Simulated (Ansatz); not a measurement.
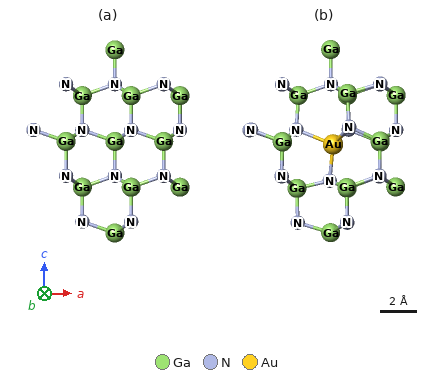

Left: perfect GaN. Right: the same region with one point defect, after relaxing the atoms in a supercell of 48 sites. A ball-and-stick model of the atoms within 5.2 Å of one point, in a slice 3.4 Å thick across the line of sight, seen along the b axis.

Computed with Ansatz 0.2.0, DFT, PBE, plane-wave PAW, default files, scalar-relativistic. (plane-wave cutoff 420 eV; k-point mesh 4 × 3 × 2; occupations fermi dirac; smearing width 0.01 eV; no spin polarisation) The axes drawn are those of the host's conventional cell.

Q: What kind of defect was made?

A: A gallium atom is replaced by gold.

The charge state of the cell is 0.

Q: How does the lattice respond?

A: In the host the Ga atom has 4 N at 1.94 to 1.95 Å; the Au atom ends with 4 N at 2.08 to 2.24 Å. Of the host's atoms, a nitrogen atom moves furthest from its site, by 0.31 Å. The Au atom itself moves 0.28 Å from where it was put. Relaxing the atoms from the host's sites lowers the energy by 1.64 eV.

Limits of the set-up: the periodic images lie only 6.4 Å apart, so the values are limited by the cell's size.
